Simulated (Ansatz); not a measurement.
**Br2H2OSi2 (SMILES [SiH]O[SiH](Br)Br): density, localisation and related maps**

The calculation's input:

```
crystal:
  periodic: [false, false, false]
  atoms:
    - {symbol: Br, position_ang: [-1.800071, -0.617708, 2.964649]}
    - {symbol: Br, position_ang: [0.969406, -2.919173, 2.340861]}
    - {symbol: O, position_ang: [0.218250, -0.477741, 0.468287]}
    - {symbol: Si, position_ang: [-0.500267, -0.247220, -1.036454]}
    - {symbol: Si, position_ang: [0.234508, -0.831182, 2.068169]}
    - {symbol: H, position_ang: [-1.961684, -0.464477, -0.596374]}
    - {symbol: H, position_ang: [1.150089, 0.085280, 2.766475]}
basis:
  gaussian: {orbitals: def2-TZVPD}
hamiltonian: {xc: pbe0}
output: {forces: true, orbitals: {seedname: orbitals}}
```

Command:

```sh
ansatz run input.yaml --threads 2 --pin off --max-ram 4350MiB --events-out events.jsonl --progress --plain --runs-dir runs
```

Geometry: B3LYP/6-31G*.

Computed with Ansatz, isolated molecule in a Gaussian basis; Kohn-Sham density functional theory, functional PBE0.

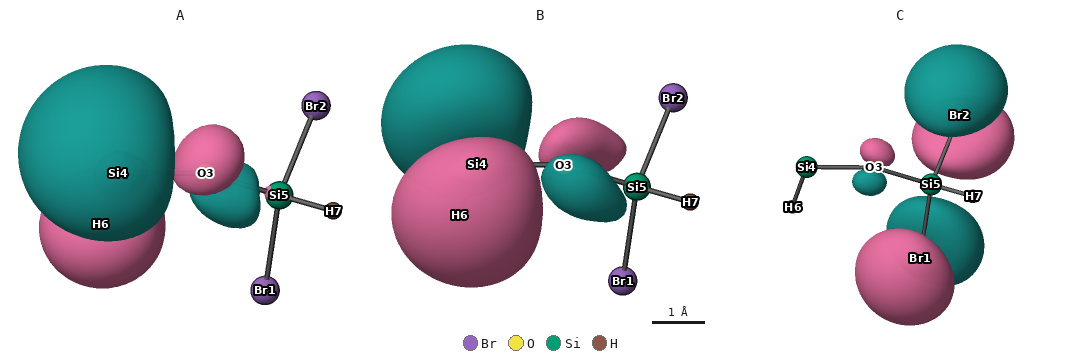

Figure 1. Three frontier orbitals at ±0.08 Å⁻³ᐟ² (teal and pink are the two phases), in no order.

Which picture is the HOMO−1, the HOMO and the LUMO?

Answer. C is the HOMO−1 (−8.59 eV). Its weight (Hirshfeld) is mainly on Br1 (about 45 %) and Br2 (about 45 %); largely a combination of lone pairs on Br1 and Br2. A is the HOMO (−6.95 eV). It lies mainly on Si4 (about 70 %), H6 (about 20 %) and O3 (about 5 %). B is the LUMO (−2.68 eV). By Hirshfeld shares it lies mainly on Si4 (about 85 %) and O3 (about 5 %).

What is the HOMO–LUMO gap?

Answer. 4.27 eV between the orbital energies.

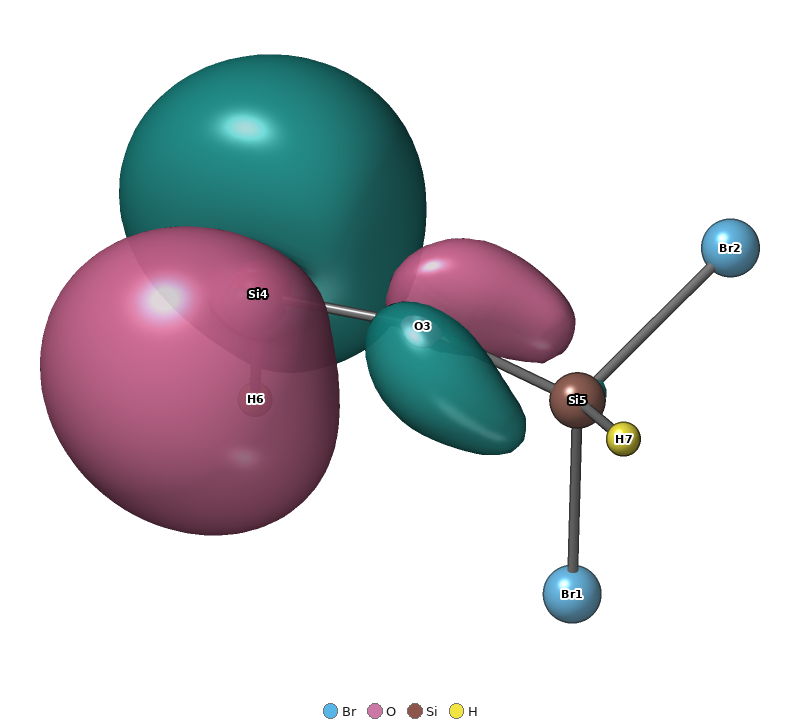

Figure 2. One frontier orbital at ±0.08 Å⁻³ᐟ² (teal and pink are the two phases), seen at a tilt.

Which orbital is it: HOMO or LUMO?

Answer. The LUMO, at −2.68 eV. It lies mainly on Si4 (about 85 %) and O3 (about 5 %).
